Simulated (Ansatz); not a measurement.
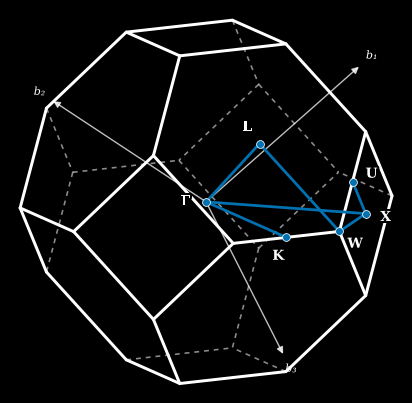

Crystal: NaF, the geometry relaxed with DFT r2SCAN, scalar-relativistic, plane waves, PAW (Ansatz). The first Brillouin zone and its special points. All values are computed from the atomic coordinates in the standard setting (tolerance 0.002 Å).

Space group Fm-3m, No. 225; a = 4.594 Å, b = 4.594 Å, c = 4.594 Å, α = 90.00°, β = 90.00°, γ = 90.00°.

Labels and path follow the convention of Hinuma et al. (2017), as computed by seekpath; the arrows show the directions of the reciprocal primitive vectors b₁, b₂, b₃, in which coordinates are given; lengths include the factor 2π.

> List the special points with their coordinates and distances from Γ.

```
point   k₁   k₂   k₃  length of k (1/Å)
    Γ    0    0    0              0.000
    X  1/2    0  1/2              1.368
    L  1/2  1/2  1/2              1.184
    W  1/2  1/4  3/4              1.529
    K  3/8  3/8  3/4              1.451
    U  5/8  1/4  5/8              1.451
```

> What is the zone's volume?

(2π)³ over the primitive cell's volume of 24.24 Å³: 10.2 Å⁻³.
